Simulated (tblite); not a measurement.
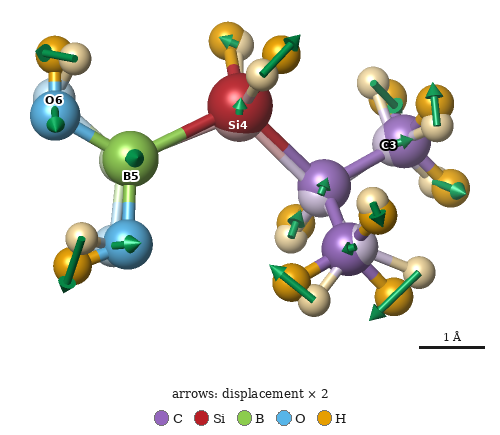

This is a relaxation of C$_{3}$H$_{11}$BO$_{2}$Si. The starting structure is drawn faded, the final one solid; green arrows show the displacements, 2 times their true length. The two geometries are superimposed by the best rigid fit.

A ball-and-stick model, seen at a tilt.

These are results of tblite 0.8.0, GFN2-xTB geometry optimisation, gas phase, not measurements. 

> What happened in the run?

The atom that moves furthest after the best rigid fit is an H atom (0.60 Å). By element the largest moves are H 0.60 Å, B 0.59 Å, O 0.54 Å, C 0.15 Å, Si 0.14 Å. Among the contacts that change: B–O 1.473 → 1.349 Å, B–O 1.461 → 1.366 Å, C–Si 1.866 → 1.914 Å, C–H 1.126 → 1.089 Å. Among the angles between lasting bonds that change: B–O–H 108.0° → 117.9°, Si–B–O 116.2° → 124.8°, B–Si–H 104.9° → 112.4°. Groups turn about C–C by about 25°. After 102 geometry steps the energy has fallen by 41.5 kcal/mol.
